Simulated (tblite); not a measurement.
**Geometry relaxation of C3H8NOSi2 (part 4 of 4)**

C3H8NOSi2, multiplicity 2, SMILES O=CN[Si]1C[SiH2]C1; GFN2-xTB geometry optimisation, gas phase (tblite 0.8.0). It belongs to a series of runs on one base structure; here: H removed from Si.

Geometry of the input (Å):
```
O  2.6746  1.8474  0.6192
C  2.8383  0.6091  0.6709
N  1.8780  -0.3480  0.2630
Si 0.3362  0.2656  -0.3873
C  -1.0347  0.5222  0.8730
Si -2.2178  0.0831  -0.5450
C  -0.7833  -0.9420  -1.2247
H  3.8154  0.2935  1.0883
H  2.0623  -1.3900  0.3284
H  -1.0737  -0.2381  1.6808
H  -1.0892  1.5756  1.1508
H  -3.3702  -0.7142  -0.1692
H  -2.4827  1.3296  -1.2820
H  -0.7022  -0.9224  -2.3241
H  -0.8553  -1.9635  -0.7638
```

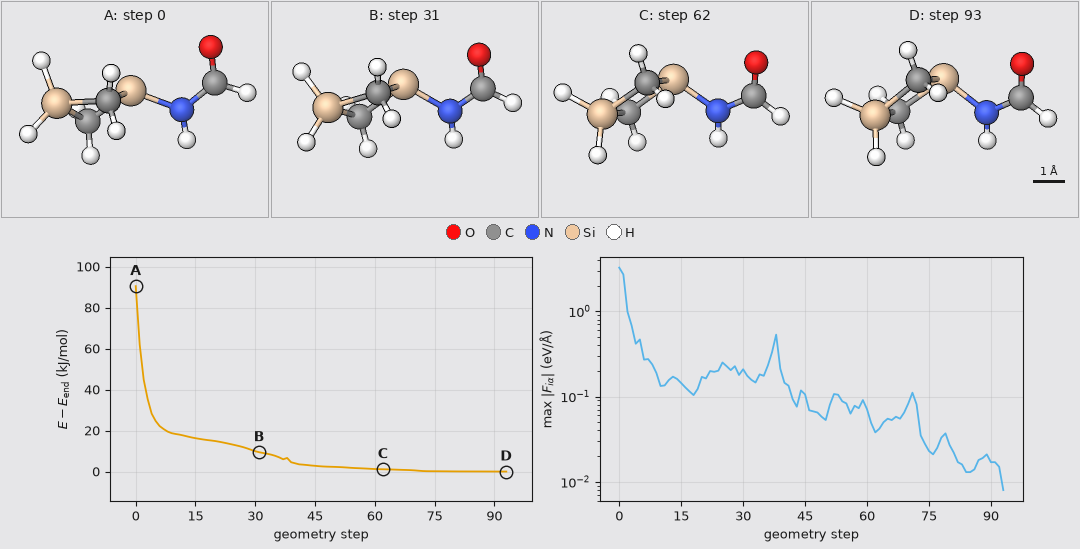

Frames of the relaxation (ball-and-stick view, seen at a tilt) above the curves, on which the letters mark them (steps are counted from 0).

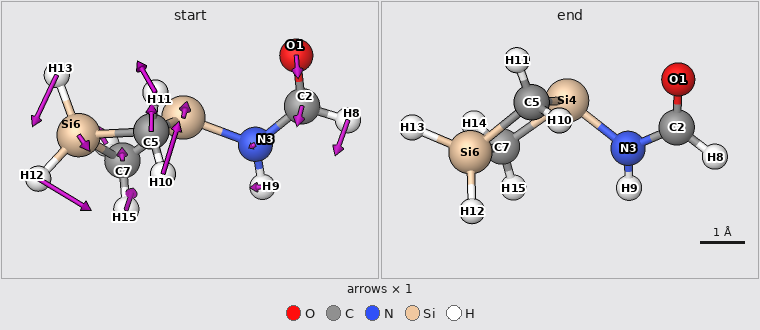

Before (left) and after (right) the relaxation, at one scale (ball-and-stick view, seen at a tilt). The pink arrows give the displacements, at true length. The largest move after the best rigid fit is that of H12, 1.45 Å. Largest moves by element: H 1.45 Å, C 0.69 Å, O 0.62 Å, Si 0.49 Å, N 0.19 Å. Among the contacts that change: Si4–C7 1.847 → 1.941 Å, C2–N3 1.416 → 1.338 Å, Si4–C5 1.880 → 1.935 Å, N3–H9 1.060 → 1.009 Å. Among the angles that change: N3–Si4–C7 117.7° → 105.0°, H10–C5–H11 118.3° → 106.6°, H14–C7–H15 115.5° → 106.6°. Over 93 geometry steps the energy falls by 90.5 kJ/mol. The largest force component goes from 3.2 to 0.008 eV/Å. (Atoms are counted from 1 in the order of the input.)

### Key numbers

- outcome: converged
- total energy: −568.0657 eV
- hardware: 1 CPU thread, shared host
- wall time: 0.59 s
- peak memory: 0.18 GiB
